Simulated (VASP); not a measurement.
Band structure of SbAs (space group P4/nmm). These are PBE GGA, VASP's PBE PAW potentials (set 64) (plane waves; VASP) values and carry that method's errors.

Unless said otherwise, spin-orbit coupling is left out, though it shifts the bands of the heavy elements here.

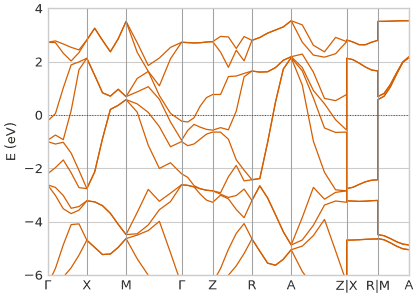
Figure: Bands along high-symmetry lines, zero at the valence-band maximum or, without a gap, the Fermi level

Q: Read the plot: is there a gap, and where are the band edges?

A: It has no gap at this level: it comes out as a metal or semimetal.

The structure was generated: SbAs was put into an ordered model structure, which need not be its known phase. The cell was not relaxed at this level. The k-mesh is coarse (spacing up to 0.37 per Å, 2π included), so the numbers may not be converged in it.
